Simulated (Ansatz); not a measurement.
Ir (fcc, Cu type), scan of one atom of the cell

Relaxed Ir (fcc, Cu type):

```xyz
4
Lattice="3.8305 0.0000 0.0000 0.0000 3.8305 0.0000 0.0000 0.0000 3.8305" Properties=species:S:1:pos:R:3 pbc="T T T"
Ir     0.0000     0.0000     0.0000
Ir     1.9152     1.9152     0.0000
Ir     1.9152     0.0000     1.9152
Ir     0.0000     1.9152     1.9152
```

In this cell atom 3 (Ir, nearest neighbour Ir at 2.709 Å; its periodic images, 3.8 Å or more away, move with it) is moved by s along Cartesian x, unit vector (1.000, 0.000, 0.000); all other atoms and the cell stay fixed.

Calculation: PBEsol (plane waves to 420 eV, PAW, scalar-relativistic; Ansatz, an electronic-structure program). k mesh 10×10×10 (Γ-centred), Fermi-Dirac smearing 0.05 eV. E stands for the smeared free energy. With partly filled bands, energies and forces of such displacements shift with the k mesh and the smearing. Ir is run without spin polarisation. Ir was relaxed with its symmetry unable to fall. Spin-orbit coupling is left out, though Ir is heavy. The zero of ΔE is the undisplaced structure.

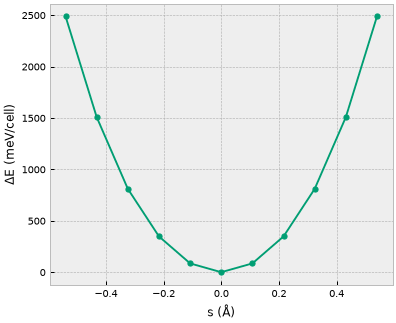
ΔE (meV/cell) against s (Å); computed points joined by lines.

The force along the line at s = -0.540 Å comes out as 10.4 eV/Å and the energy at s = 0.540 Å comes out as 2488 meV/cell. Harmonic estimate at the end of the scan: ½ks² = 2137 meV/cell against the computed 2488 meV/cell, so the well is stiffer than harmonic there. Symmetry of the curve: even: the same for both signs. Shape of the curve: a single well with its minimum at or next to zero displacement.

With its periodic images moving along, the atom's site symmetry in this cell is m-3m.

(A displaced cell: forces are minus the slopes of the energy, force constants its curvatures, and phonons follow from these.)
